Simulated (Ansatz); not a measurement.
Level of theory: PBE (plane waves to 420 eV, PAW; Ansatz, an electronic-structure program).

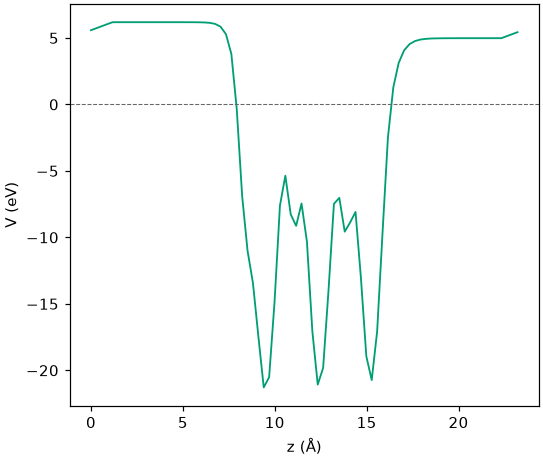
Figure: Plane-averaged electrostatic potential energy along the normal, in eV from the Fermi level, for the (0001) surface of hexagonal WC in its 1x1 cell (cut with top plane W, bottom plane C), outermost plane spacing 1.42 Å in the ideal cut

Set-up: 6 atoms, C3W3, 7.1 Å thick at the start (thin: gaps and levels are the slab's own); mesh 15x15x1; 0.1 eV smearing; dipole correction on; all atoms relaxed; symmetry of the start imposed; no spin, no spin-orbit, no U.

**Question.** The surface cell has an area of 7.39 Å². What dipole along the normal does the step between the two vacuum levels imply?

**Answer.** the top vacuum level lies 1.20 eV below the bottom one; p = −ε₀ A ΔV (ε₀ = 0.005526 e/(V·Å)) gives 0.05 e·Å a cell.
